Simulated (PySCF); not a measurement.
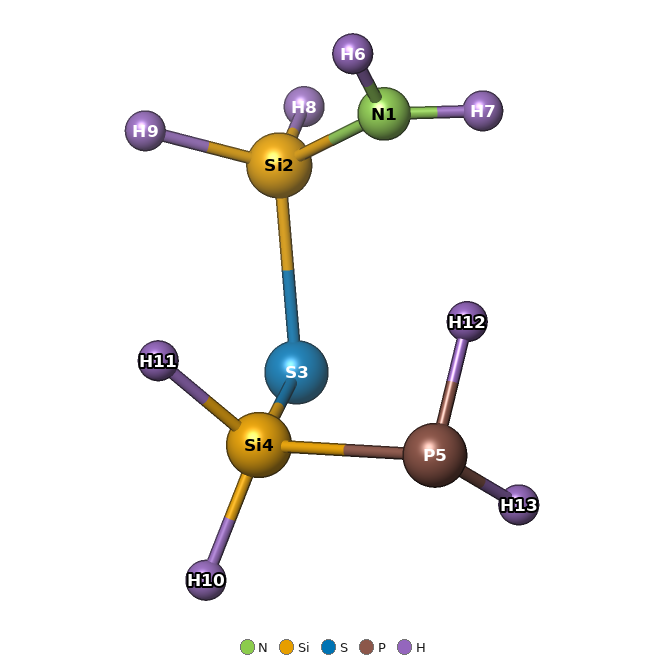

The computed structure is the end point of a PBE0-D3(BJ)/def2-SVP optimisation. No frequency run is at hand to confirm it as a minimum. Level of theory: B3LYP/cc-pVTZ indirect spin-spin coupling, non-relativistic, gas phase (PySCF 2.14.0). Isotopes: 1H, 15N, 31P, 33S, 29Si.

Give the spin–spin coupling constants of these pairs, with the number of bonds between them: N1/Si2, Si2/H9, Si4/H10, P5/H12, P5/H11, N1/Si4, Si2/H10, Si2/H11.

```tsv
pair	bonds apart	J (Hz)
N1, Si2	1	12.0
Si2, H9	1	−185.0
Si4, H10	1	−172.8
P5, H12	1	125.4
P5, H11	2	27.7
N1, Si4	3	0.8
Si2, H10	3	−5.6
Si2, H11	3	−5.7
```
